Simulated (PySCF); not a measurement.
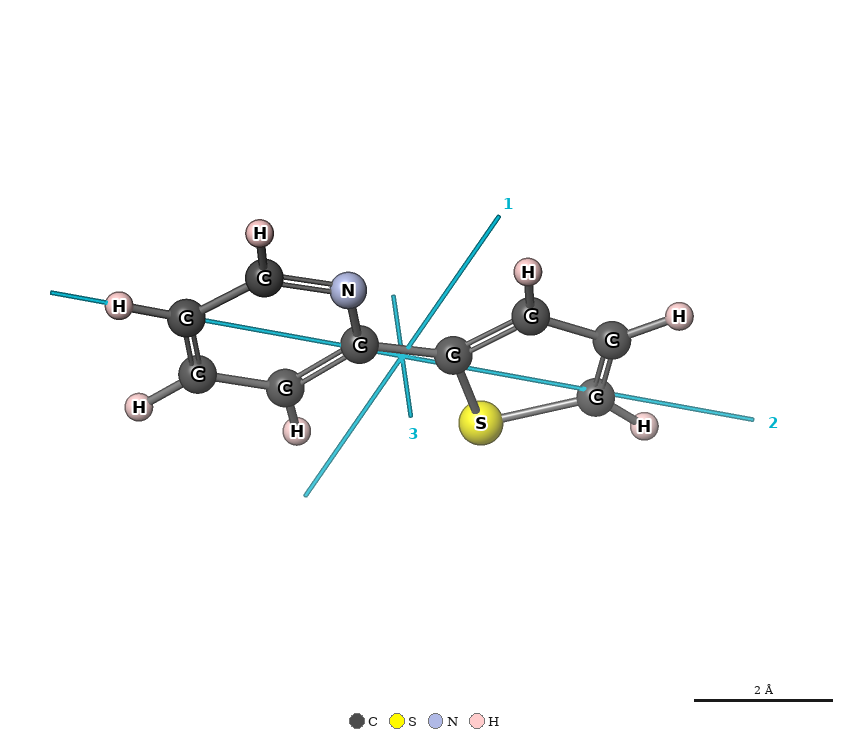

The three principal axes of inertia are drawn and numbered. Atoms fade into the background with distance from the viewer. Computed geometry: GFN2-xTB optimisation. No frequency run is at hand to confirm it as a minimum. Masses are those of the most abundant isotopes; constants are for the rigid equilibrium geometry.

### Which line is the a axis (least moment of inertia), which b and which c?

a is line 2, b is line 1, c is line 3; the moments are 178, 799, 977 u Å².

### Classify the rotor and give the rotational constants (cm⁻¹).

An asymmetric top (Cs): A = 0.0947, B = 0.0211, C = 0.0173 cm⁻¹. Ray's parameter κ is −0.90, close to the prolate limit.
